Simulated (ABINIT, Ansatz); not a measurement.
# A GW chain in ABINIT: Al2O3 (Corundum), part 2 of 2

Wanted: ground state, empty states, screening and self-energy for Al2O3 (Corundum).

ABINIT 10.8.3; PBE and many-body steps on it, plane waves. Known limits of the many-body steps: not at the basis limit.

So far. Step 2 (Ground state): The gap is direct, at Γ. Step 3 (Empty states on the mesh, 4×4×4 mesh, 303 bands): On this mesh the gap is 6.266 eV.

**4. Screening, 4×4×4 mesh, 277 bands, screening to 217.7 eV**

The RPA dielectric matrix is built and inverted for each q.

This step: RPA screening on PBE, plane waves, norm-conserving pseudopotentials.

Input file run.abi:

```
acell 3*1.0 Angstrom
rprim 
  2.380249999995 1.374237978213 4.331866666707
  -2.380249999995 1.374237978213 4.331866666707
  -0.000000000000 -2.748475956495 4.331866666685
ntypat 2
znucl 13 8
natom 10
typat 1 1 1 1 2 2 2 2 2 2
xred 
  0.352160000000 0.352160000000 0.352160000000
  0.147840000000 0.147840000000 0.147840000000
  0.647840000000 0.647840000000 0.647840000000
  0.852160000000 0.852160000000 0.852160000000
  0.556680000000 0.943320000000 0.250000000000
  0.250000000000 0.556680000000 0.943320000000
  0.943320000000 0.250000000000 0.556680000000
  0.443320000000 0.056680000000 0.750000000000
  0.750000000000 0.443320000000 0.056680000000
  0.056680000000 0.750000000000 0.443320000000
pp_dirpath "pseudos"
pseudos "Al.upf, O.upf"
ecut 36
ngkpt 4 4 4
nshiftk 1
shiftk 0 0 0
kptopt 1
chksymbreak 0
istwfk *1
occopt 1
irdwfk 1
optdriver 3
nband 277
ecuteps 8
inclvkb 2
awtr 1
symchi 1
indata_prefix "in"
outdata_prefix "out"
tmpdata_prefix "tmp"
```

Command:

```bash
> OMP_NUM_THREADS=1 mpirun -n 4 abinit run.abi > log
```

Numbers of over 12 decimals in the logs are rounded to 6 here.

Output:

```text
.Version 10.8.3 of ABINIT. v10.8.2 released Aug 2026.

 Symmetries : space group R-3 c (#167); Bravais hR (rhombohedral)
[... echo of the input left out ...]
== DATASET  1 ==================================================================
-   mpi_nproc: 4, omp_nthreads: 1 (-1 if OMP is not activated)

--- !DatasetInfo
iteration_state: {dtset: 1, }
dimensions: {natom: 10, nkpt: 13, mband: 277, nsppol: 1, nspinor: 1, nspden: 1, mpw: 5940, }
cutoff_energies: {ecut:  36.0, pawecutdg:  -1.0, }
electrons: {nelect:   4.80000000E+01, charge:   0.00000000E+00, occopt:   1.00000000E+00, tsmear:   1.00000000E-02, }

 SCREENING: Calculation of the susceptibility and dielectric matrices

 Based on a program developped by R.W. Godby, V. Olevano, G. Onida, and L. Reining.
 Incorporated in ABINIT by V. Olevano, G.-M. Rignanese, and M. Torrent.
.Using double precision arithmetic ; gwpc =  8

[... cell and pseudopotentials left out ...]
--------------------------------------------------------------------------------

 ==== K-mesh for the wavefunctions ====
 Number of points in the irreducible wedge :    13
[... list of points left out ...]
 Together with 12 symmetry operations and time-reversal symmetry
 yields    64 points in the full Brillouin Zone.

 ==== Q-mesh for the screening function ====
 Number of points in the irreducible wedge :    13
[... list of points left out ...]
 Together with 12 symmetry operations and time-reversal symmetry
 yields    64 points in the full Brillouin Zone.

 setmesh: FFT mesh size selected  =    40x   40x   40
          total number of points  =        64000

 vcoul_init : cutoff-mode = AUXILIARY_FUNCTION
 q-points for optical limit:   1
     1)      0.000010    0.000020    0.000030

- screening: taking advantage of time-reversal symmetry
- Maximum band index for partially occupied states nbvw = 24
- Remaining bands to be divided among processors   nbcw = 253
- Number of bands treated by each node ~63

 Number of electrons calculated from density =   48.0000; Expected =   48.0000
 average of density, n =  0.083663
 r_s =    1.4184
 omega_plasma =   27.9012 [eV]

 calculating chi0 at frequencies [eV] :
  1    0.000000E+00    0.000000E+00
  2    0.000000E+00    2.790117E+01

--------------------------------------------------------------------------------
  q-point number  1        q = ( 0.000000, 0.000000, 0.000000) [r.l.u.]
--------------------------------------------------------------------------------
[... chi0 elements left out ...]
 For q-point:  0.000010 0.000020 0.000030
  dielectric constant =   3.0251
  dielectric constant without local fields =   3.2620

  Average fulfillment of the sum rule on Im[epsilon] for q-point    1 :     78.15  [%]
[... wings left out ...]
  q-point number  2        q = ( 0.250000, 0.000000, 0.000000) [r.l.u.]
--------------------------------------------------------------------------------
[... chi0 elements left out ...]
  Average fulfillment of the sum rule on Im[epsilon] for q-point    2 :     84.14  [%]

 [... 11 further q-points ...]
```

It took 24 min on 4 MPI ranks of Arm Neoverse V1, shared host; peak memory 5.4 GiB; 1.6 h of CPU time.

Numbers from this step:

```
ε∞ with local fields, on this mesh, along the program's q direction : 3.025
the same without local fields                                       : 3.262
plasma frequency                                                    : 27.90 eV
plane waves in the screening matrix                                 : 605
```

Local fields lower ε∞ by 7 %.

**5. Self-energy, 4×4×4 mesh, 277 bands, screening to 217.7 eV**

The self-energy is evaluated for the states that the input lists, and the levels follow from it, in one-shot runs by the linearised quasiparticle equation.

This step: G0W0 on PBE, plane waves, norm-conserving pseudopotentials.

Edit run.abi of step 4 so:

```diff
@@ -31,8 +31,15 @@
 irdwfk 1
-optdriver 3
+optdriver 4
 nband 277
+gwcalctyp 0
+ecutsigx 36
+symsigma 1
+nkptgw 1
+kptgw 
+  0.0000000000 0.0000000000 0.0000000000
+bdgw 
+  22 26
 ecuteps 8
-inclvkb 2
-awtr 1
-symchi 1
+irdscr 1
+ppmodel 1
 indata_prefix "in"
```

Output:

```text
.Version 10.8.3 of ABINIT. v10.8.2 released Aug 2026.

 Symmetries : space group R-3 c (#167); Bravais hR (rhombohedral)
[... echo of the input left out ...]
== DATASET  1 ==================================================================
-   mpi_nproc: 4, omp_nthreads: 1 (-1 if OMP is not activated)

--- !DatasetInfo
iteration_state: {dtset: 1, }
dimensions: {natom: 10, nkpt: 13, mband: 277, nsppol: 1, nspinor: 1, nspden: 1, mpw: 5940, }
cutoff_energies: {ecut:  36.0, pawecutdg:  -1.0, }
electrons: {nelect:   4.80000000E+01, charge:   0.00000000E+00, occopt:   1.00000000E+00, tsmear:   1.00000000E-02, }

 SIGMA: Calculation of the GW corrections

 Based on a program developped by R.W. Godby, V. Olevano, G. Onida, and L. Reining.
 Incorporated in ABINIT by V. Olevano, G.-M. Rignanese, and M. Torrent.
.Using double precision arithmetic ; gwpc =  8

[... cell and pseudopotentials left out ...]
--------------------------------------------------------------------------------

 ==== K-mesh for the wavefunctions ====
 Number of points in the irreducible wedge :    13
[... list of points left out ...]
 Together with 12 symmetry operations and time-reversal symmetry
 yields    64 points in the full Brillouin Zone.

 ==== Q-mesh for screening function ====
 Number of points in the irreducible wedge :    13
[... list of points left out ...]
 Together with 12 symmetry operations and time-reversal symmetry
 yields    64 points in the full Brillouin Zone.

 vcoul_init : cutoff-mode = AUXILIARY_FUNCTION
 q-points for optical limit:   1
     1)      0.000010    0.000020    0.000030
 setmesh: FFT mesh size selected  =    54x   54x   54
          total number of points  =       157464

 Number of electrons calculated from density =   48.0000; Expected =   48.0000
 average of density, n =  0.083663
 r_s =    1.4184
 omega_plasma =   27.9012 [eV]

 === KS Band Gaps ===
  >>>> For spin  1
   Minimum direct gap =   6.2663 [eV], located at k-point      :   0.0000  0.0000  0.0000
   Fundamental gap    =   6.2663 [eV], Top of valence bands at :   0.0000  0.0000  0.0000
                                       Bottom of conduction at :   0.0000  0.0000  0.0000
 SIGMA fundamental parameters:
 PLASMON POLE MODEL  1
 number of plane-waves for SigmaX                 5879
 number of plane-waves for SigmaC and W            605
 number of plane-waves for wavefunctions          5879
 number of bands                                   277
 number of independent spin polarizations            1
 number of spinorial components                      1
 number of k-points in IBZ                          13
 number of q-points in IBZ                          13
 number of symmetry operations                      12
 number of k-points in BZ                           64
 number of q-points in BZ                           64
 number of frequencies for dSigma/dE                 9
 frequency step for dSigma/dE [eV]                0.25
 number of omega for Sigma on real axis              0
 max omega for Sigma on real axis  [eV]           0.00
 zcut for avoiding poles [eV]                     0.10

 EPSILON^-1 parameters (SCR file):
 dimension of the eps^-1 matrix on file            605
 dimension of the eps^-1 matrix used               605
 number of plane-waves for wavefunctions          5879
 number of bands                                   277
 number of q-points in IBZ                          13
 number of frequencies                               2
 number of real frequencies                          1
 number of imag frequencies                          1

 matrix elements of self-energy operator (all in [eV])

 Perturbative Calculation

--- !SelfEnergy_ee
iteration_state: {dtset: 1, }
kpoint     : [   0.000,    0.000,    0.000, ]
spin       : 1
KS_gap     :    6.266
QP_gap     :    8.550
Delta_QP_KS:    2.284
data: !SigmaeeData |
     Band     E0 <VxcDFT>   SigX SigC(E0)      Z dSigC/dE  Sig(E)    E-E0       E
       22   5.137 -20.467 -25.963   4.017   0.813  -0.229 -21.670  -1.203   3.934
       23   5.137 -20.467 -25.963   4.017   0.813  -0.229 -21.670  -1.203   3.934
       24   5.182 -20.398 -25.833   3.970   0.814  -0.229 -21.590  -1.193   3.989
       25  11.448 -13.779  -8.892  -3.603   0.851  -0.175 -12.687   1.092  12.540
       26  14.369 -11.424  -6.101  -4.061   0.859  -0.164 -10.339   1.084  15.453

== END DATASET(S) ==============================================================
================================================================================

 -outvars: echo values of variables after computation  --------
           etotal      0.0000000000E+00
            nband         277
             nkpt          13
          spgroup         167
 [... the other variables as echoed above ...]

 Calculation completed.
```

Wall time 83 s (4 MPI ranks); peak memory 5.3 GiB; 5.5 min of CPU time.

Numbers from this step:

```
G0W0 gap on the points computed              : 8.551 eV
starting gap on the mesh                     : 6.266 eV
k of the valence top                         : 0, 0, 0
k of the conduction bottom                   : 0, 0, 0
Z at the valence top                         : 0.814
Z at the conduction bottom                   : 0.851
least direct G0W0 gap on the computed points : 8.551 eV
```

The gap on the mesh goes from 6.27 eV to 8.55 eV, a correction of +2.28 eV.

Limits: finite bands, cutoff and mesh. v1 is the top filled band, c1 the lowest empty one. The levels before and after the correction (eV, zero at the valence-band top of each column):

|  | conduction bottom | valence top |
| --- | --- | --- |
| Kohn-Sham | 6.27 | 0.00 |
| G0W0 | 8.55 | 0.00 |

|  | level | energy (eV) |
| --- | --- | --- |
| Kohn-Sham | Γ v3-v2 | -0.045 |
| Kohn-Sham | Γ v1 | 0.000 |
| Kohn-Sham | Γ c1 | 6.266 |
| Kohn-Sham | Γ c2 | 9.188 |
| G0W0 | Γ v3-v2 | -0.055 |
| G0W0 | Γ v1 | 0.000 |
| G0W0 | Γ c1 | 8.551 |
| G0W0 | Γ c2 | 11.464 |

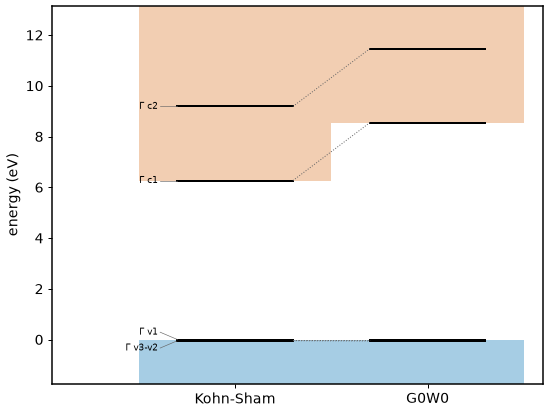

Levels before and after the correction. Shaded: valence and conduction bands.

**6. Where the time went**

Times are wall times on 4 MPI ranks of Arm Neoverse V1, shared host, good to a factor of about two.

| step | time | share | memory (GiB) |
| --- | --- | --- | --- |
| ground state | 81 s | 4 % | 0.47 |
| empty states on the mesh | 7.2 min | 21 % | 0.75 |
| screening | 24 min | 71 % | 5.4 |
| self-energy | 83 s | 4 % | 5.3 |

**7. Results**

```json
{
  "PBE gap": "6.27 eV, direct",
  "G0W0 gap on the mesh": "8.55 eV",
  "GW settings": "4×4×4 mesh, 277 bands, screening to 217.7 eV, Godby-Needs plasmon pole",
  "known limits": "not at the basis limit"
}
```

**Reading.** G0W0 moves the gap on the mesh from 6.27 eV to 8.55 eV (+2.28 eV), with Z of 0.81 and 0.85 at the edges. Local fields lower the RPA ε∞ on this mesh from 3.26 to 3.03. Only 1 of the mesh's irreducible points was corrected, so a valley elsewhere could overtake. The dearest step here is «screening». Against experiment, by G0W0@PBE: the gap of 8.55 eV lies −0.15 eV from the measured 8.7 eV (optical, quoted 2018). An exciton line or allowed optical edge lies below the quasiparticle gap by the binding energy; a forbidden edge can push the onset above it. The calculation has static nuclei and no excitons; a measured gap holds zero-point and thermal motion, which mostly lowers it. Bands and cutoff are finite, so the gap is not at the basis limit. The miss can reach some tenths of an eV and take either sign; the mesh is an error of its own. In the G0W0 run levels were corrected at 1 k point alone, so a gap called «on the mesh» is the least over those, and an edge elsewhere would be missed.

[Paths, hosts, dates, memory and timing lines, banners, echoed tables and standing remarks are left out of the program output.]

[Logs are printed without paths, hosts, clocks, repeated set-up lines and the standing remarks that a program may print on its own settings, such as how far it seeks lower states.]

[Runs of the session that timed out or met a known fault of the program may be left out.]

[Hosts, paths, dates, database ids (printed as entryN), source tags and the programs' standing remarks are cut or masked in the printed files.]

[G0W0 gaps are taken among the corrected bands and points alone; a level outside them can change the order at an edge.]

[Where Ansatz stands beside ABINIT at settings called matched, ABINIT's density can come from a denser mesh and the files from another edition; pairs whose starting gaps differed by over 0.03 eV were left out, so agreement reads better than it is.]
